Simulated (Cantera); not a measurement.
A closed system holds: 1 mol TEOS, 0.52 mol NO, 7.9 mol N2, at 1100 K.

Equilibrium computed with Cantera from the NASA thermochemical tables; the gas is ideal and each condensed phase is pure. Candidate condensed phases: C, C6H6, C7H8, C8H18, H2O, Si, SiC, SiO2, Si2N2O, Si3N4; 151 gas species. The feed counts by its element totals alone. Mutual solubility and eutectic melting of coexisting phases are not modelled. Kinetics and transport are ignored.

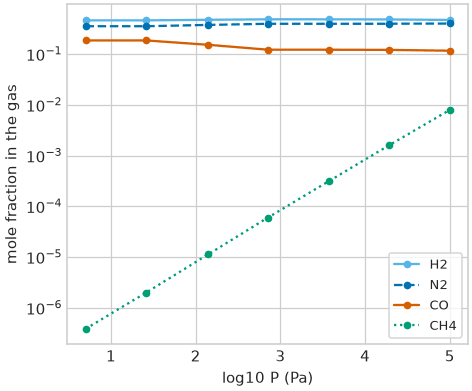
*Equilibrium gas composition (values under 1e-9 drawn at 1e-9)*

From 5.00 Pa to 26.0 Pa the condensed part is C(graphite) + Si2N2O(s). At 1.40 mbar the condensed part is C(graphite) + SiO2(β-quartz) + Si2N2O(s). From 7.10 mbar to 1.00 bar the condensed part is C(graphite) + SiO2(β-quartz).
